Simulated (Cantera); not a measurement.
Input: 1 mol SiHCl₃, 37 mol H₂, 0.19 mol CH₄, at 10.0 mbar.

Cantera equilibrium calculation (NASA polynomials, part measured and part estimated; ideal gas, pure solids and liquids). Candidate condensed phases: C, C₆H₆, C₇H₈, C₈H₁₈, Si, SiC; 109 gas species. Mutual solubility and eutectic melting of coexisting phases are not modelled. The tables' values for SiCl, SiCl₃ are old estimates; treat these amounts as uncertain. Gases not in the tables: Si₂H₆ and higher silanes. Rates play no part.

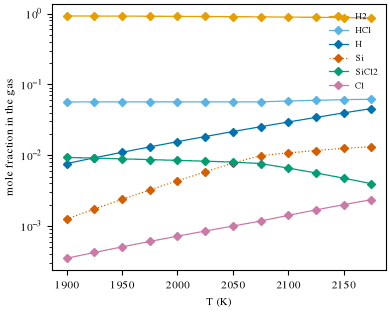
Figure. Equilibrium gas composition (values under 1e-9 drawn at 1e-9)

From 1900 K to 2050 K the condensed part is Si(l) + SiC(s). From 2075 K to 2175 K the condensed part is SiC(s). The main Si-bearing gas is SiCl₂ at 1900 K and Si at 2175 K. The share of Si in condensed phases is highest at 1900 K (55.7 %) and lowest at 2175 K (14.9 %).
